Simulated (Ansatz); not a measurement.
# One shape, several levels: CH4BFO2 (SMILES COB(O)F)

Wanted: a comparison of 6 runs (HF/STO-3G, CAM-B3LYP/def2-SVP, PBE-QIDH/def2-SVP, PBE/def2-SVP, revPBE/def2-SVP, RPA@PBE0/def2-SVP) of CH4BFO2. 

The results are computed with Ansatz 0.2.0.

128 further runs of the same task are left out: 128 set aside as unsound or not needed.

### 1 The system as given

The species is CH4BFO2 (9 atoms), meant as a singlet with charge 0. As SMILES, `COB(O)F`. The B3–F5 distance was set to 2.406 Å, away from the relaxed value. At this shape a bond of the SMILES string is far longer than usual.

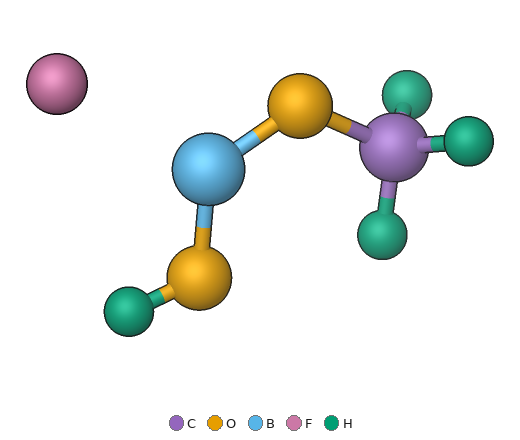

Viewed from a chosen angle; carbon purple, oxygen amber, boron blue, fluorine pink, hydrogen teal.

### 2 The energy at HF/STO-3G (run 1)

File molecule.yaml:

```yaml
crystal:
  periodic: [false, false, false]
  atoms:
    - {symbol: C, position_ang: [-0.714179, 0.273064, -2.130522]}
    - {symbol: O, position_ang: [-0.551879, 0.471364, -0.740022]}
    - {symbol: B, position_ang: [0.255521, -0.303336, 0.004878]}
    - {symbol: O, position_ang: [0.975521, -1.332536, -0.519922]}
    - {symbol: F, position_ang: [0.401500, 0.187700, 2.355300]}
    - {symbol: H, position_ang: [-1.766379, 0.066964, -2.336022]}
    - {symbol: H, position_ang: [-0.105579, -0.555936, -2.495822]}
    - {symbol: H, position_ang: [-0.427979, 1.188764, -2.651222]}
    - {symbol: H, position_ang: [1.502821, -1.788336, 0.139378]}
basis:
  gaussian: {orbitals: STO-3G}
hamiltonian: {xc: hf}
accuracy: high
output: {orbitals: {seedname: orbitals}}
```

On the command line:

```
ansatz run molecule.yaml --threads 1 --pin off --max-ram 3480MiB --events-out events.jsonl --progress --plain --runs-dir runs
```

The log of the run:

```text
Warning: RAYON_NUM_THREADS=1 ignored (pool sized by the plan → 1); use --threads N
Functional definition: HF
  name "HF"
  exchange = exact_x
  correlation = 0
569 factors; integrals over basis functions are off by at most 3.1e-8 eV
mean field evaluation 1: about -8419.4014 eV, gradient 2.8e1 eV
mean field evaluation 2: about -8419.5552 eV, gradient 2.8e1 eV
mean field evaluation 4: about -8426.7025 eV, gradient 4.4e0 eV
mean field evaluation 8: about -8426.8011 eV, gradient 2.3e-1 eV
mean field evaluation 16: about -8419.0690 eV, gradient 5.7e0 eV
mean field -8426.80147832 eV, -309.6792424372 hartree, gradient 2.9e-8 eV, S^2 0.000000; 0 other end points of the search recorded, 0 dependent functions left out
reference -8426.80147832 eV, -309.6792424372 hartree; 20, 20 occupied and 9, 9 virtual orbitals, 569 factors
Total energy: -8426.80147832 eV, -309.6792424372 hartree
```

It took 0.26 s on 1 thread of Arm Neoverse V1, shared host.

### 3 The energy at CAM-B3LYP/def2-SVP (run 2)

File run.yaml:

```yaml
crystal:
  periodic: [false, false, false]
  atoms:
    - {symbol: C, position_ang: [-0.714179, 0.273064, -2.130522]}
    - {symbol: O, position_ang: [-0.551879, 0.471364, -0.740022]}
    - {symbol: B, position_ang: [0.255521, -0.303336, 0.004878]}
    - {symbol: O, position_ang: [0.975521, -1.332536, -0.519922]}
    - {symbol: F, position_ang: [0.401500, 0.187700, 2.355300]}
    - {symbol: H, position_ang: [-1.766379, 0.066964, -2.336022]}
    - {symbol: H, position_ang: [-0.105579, -0.555936, -2.495822]}
    - {symbol: H, position_ang: [-0.427979, 1.188764, -2.651222]}
    - {symbol: H, position_ang: [1.502821, -1.788336, 0.139378]}
basis:
  gaussian: {orbitals: def2-SVP}
hamiltonian: {xc: {name: CAM-B3LYP}}
accuracy: high
output: {orbitals: {seedname: orbitals}}
```

On the command line:

```
ansatz run run.yaml --threads 1 --pin off --max-ram 3480MiB --events-out events.jsonl --progress --plain --runs-dir runs
```

The log of the run:

```text
Warning: RAYON_NUM_THREADS=1 ignored (pool sized by the plan → 1); use --threads N
Functional definition: CAM-B3LYP
  name "CAM-B3LYP"
  parameter alpha = 0.19
  parameter beta = 0.46
  parameter omega = 0.33/bohr
  parameter ac = 0.81
  exchange = (1 - alpha - beta)*b88_x + beta*b88_x_sr(omega) + alpha*exact_x + beta*exact_x_lr(omega)
  correlation = (1 - ac)*vwn5_c + ac*lyp_c
2062 factors; integrals over basis functions are off by at most 7.2e-9 eV
408 factors; integrals over basis functions are off by at most 2.0e-9 eV
mean field evaluation 1: about -8570.5424 eV, gradient 6.6e1 eV
mean field evaluation 2: about -8541.6787 eV, gradient 1.4e2 eV
mean field evaluation 4: about -8578.8112 eV, gradient 8.8e0 eV
mean field evaluation 8: about -8579.1002 eV, gradient 1.4e0 eV
mean field evaluation 16: about -8579.1048 eV, gradient 6.9e-4 eV
mean field -8579.10475327 eV, -315.2762845567 hartree, gradient 9.9e-9 eV, S^2 0.000000; 0 other end points of the search recorded, 0 dependent functions left out
reference -8579.10477129 eV, -315.2762852187 hartree; 20, 20 occupied and 70, 70 virtual orbitals, 2062 factors
Total energy: -8579.10477129 eV, -315.2762852187 hartree
```

Wall time 8.1 s (1 thread of Arm Neoverse V1, shared host); peak memory 0.32 GiB.

### 4 A single-point energy at PBE-QIDH/def2-SVP (run 3)

File in.yaml:

```yaml
crystal:
  periodic: [false, false, false]
  atoms:
    - symbol: C
      position_ang: [-0.714179, 0.273064, -2.130522]
    - symbol: O
      position_ang: [-0.551879, 0.471364, -0.740022]
    - symbol: B
      position_ang: [0.255521, -0.303336, 0.004878]
    - symbol: O
      position_ang: [0.975521, -1.332536, -0.519922]
    - symbol: F
      position_ang: [0.401500, 0.187700, 2.355300]
    - symbol: H
      position_ang: [-1.766379, 0.066964, -2.336022]
    - symbol: H
      position_ang: [-0.105579, -0.555936, -2.495822]
    - symbol: H
      position_ang: [-0.427979, 1.188764, -2.651222]
    - symbol: H
      position_ang: [1.502821, -1.788336, 0.139378]
basis:
  gaussian: {orbitals: def2-SVP}
magnetization: {spin_polarized: false, initial_magnetization: 0}
hamiltonian: {xc: {name: PBE-QIDH}}
correlation: {frozen_orbitals: {B: 1, C: 1, F: 1, H: 0, O: 1}}
accuracy: high
output: {orbitals: {seedname: orbitals}}
```

On the command line:

```
ansatz run in.yaml --threads 1 --pin off --max-ram 3480MiB --events-out events.jsonl --progress --plain --runs-dir runs
```

The log of the run (excerpt; [...] marks lines left out):

```text
Warning: RAYON_NUM_THREADS=1 ignored (pool sized by the plan → 1); use --threads N
Functional definition: PBE-QIDH
  name "PBE-QIDH"
[...]
2062 factors; integrals over basis functions are off by at most 7.2e-9 eV
[...]
mean field -8561.34037152 eV, -314.6234555685 hartree, gradient 3.3e-8 eV, S^2 0.000000; 0 other end points of the search recorded, 0 dependent functions left out; unrestricted orbitals would lower it
5 core orbitals not correlated: weight in the atoms' cores, before any rotation towards them, 1.000 or more for the frozen orbitals, at most 0.000 for the correlated occupied ones
reference -8561.34037246 eV, -314.6234556031 hartree; 15, 15 occupied and 70, 70 virtual orbitals, 2062 factors
second order -24.57795717 eV of doubles, -0.00000000 eV of singles
Total energy: -8569.53302486 eV, -314.9245300254 hartree
```

Wall time 10 s (1 thread of Arm Neoverse V1, shared host); peak memory 0.29 GiB.

Runs 4 to 5 aren't shown in full; the table further down has their settings and results.

### 5 A single-point energy at RPA@PBE0/def2-SVP (run 6)

File job.yaml:

```yaml
crystal:
  periodic: [false, false, false]
  atoms:
    - {symbol: C, position_ang: [-0.714179, 0.273064, -2.130522]}
    - {symbol: O, position_ang: [-0.551879, 0.471364, -0.740022]}
    - {symbol: B, position_ang: [0.255521, -0.303336, 0.004878]}
    - {symbol: O, position_ang: [0.975521, -1.332536, -0.519922]}
    - {symbol: F, position_ang: [0.401500, 0.187700, 2.355300]}
    - {symbol: H, position_ang: [-1.766379, 0.066964, -2.336022]}
    - {symbol: H, position_ang: [-0.105579, -0.555936, -2.495822]}
    - {symbol: H, position_ang: [-0.427979, 1.188764, -2.651222]}
    - {symbol: H, position_ang: [1.502821, -1.788336, 0.139378]}
basis:
  gaussian:
    orbitals: def2-SVP
hamiltonian:
  xc: pbe0
correlation:
  method: rpa
  frozen_orbitals: {B: 1, C: 1, F: 1, H: 0, O: 1}
accuracy: high
```

On the command line:

```
ansatz run job.yaml --threads 1 --pin off --max-ram 3480MiB --events-out events.jsonl --progress --plain --runs-dir runs
```

The log of the run (excerpt; [...] marks lines left out):

```text
Warning: RAYON_NUM_THREADS=1 ignored (pool sized by the plan → 1); use --threads N
Functional definition: PBE0
  name "PBE0"
[...]
2062 factors; integrals over basis functions are off by at most 7.2e-9 eV
[...]
mean field -8572.97916525 eV, -315.0511733490 hartree, gradient 1.7e-8 eV, S^2 0.000000; 1 other end points of the search recorded, 0 dependent functions left out; unrestricted orbitals would lower it
[...]
unrestricted determinant -8538.36671905 eV, -313.7791894121 hartree, S^2 0.6787
5 core orbitals not correlated: weight in the atoms' cores, before any rotation towards them, 1.000 or more for the frozen orbitals, at most 0.000 for the correlated occupied ones
reference -8537.07042149 eV, -313.7315513556 hartree; 15, 15 occupied and 70, 70 virtual orbitals, 2062 factors
Total energy: -8567.36719619 eV, -314.8449372898 hartree
```

Wall time 18 s (1 thread of Arm Neoverse V1, shared host); peak memory 0.36 GiB.

### 6 All runs side by side

| run | level | frozen core orbitals | energy (Eh) | HOMO energy (eV) | LUMO energy (eV) | HOMO–LUMO gap (eV) | wall time |
| --- | --- | --- | --- | --- | --- | --- | --- |
| 1 | HF/STO-3G | – | -309.679242 | -5.90 | 5.18 | 11.08 | 0.26 s |
| 2 | CAM-B3LYP/def2-SVP | – | -315.276285 | -9.02 | -1.24 | 7.78 | 8.1 s |
| 3 | PBE-QIDH/def2-SVP | 5 | -314.924530 | -10.42 | -0.52 | 9.90 | 10 s |
| 4 | PBE/def2-SVP | – | -315.054147 | -5.48 | -3.27 | 2.21 | 5.7 s |
| 5 | revPBE/def2-SVP | – | -315.301739 | -5.42 | -3.19 | 2.23 | 6 s |
| 6 | RPA@PBE0/def2-SVP | 5 | -314.844937 | – | – | – | 18 s |

### 7 Results

| quantity | value |
| --- | --- |
| run 6: total energy | -314.84494 Eh |
| run 6: RPA correlation energy (valence) | -1113.4 mEh |

**Reading.** Over runs 1, 2, 3, 4, 5 the HOMO–LUMO gap runs from 2.21 eV (PBE/def2-SVP) to 11.08 eV (HF/STO-3G). The two ends differ in method and basis. Totals of different functionals can't be ranked against each other. In runs 3, 6 the log says that unrestricted orbitals would lower the reference, so the values rest on an unstable closed-shell determinant (other closed-shell runs at this shape may share the fault). In run 1 the basis is minimal, so the values are rough. All runs together took 48 s, the longest 18 s.
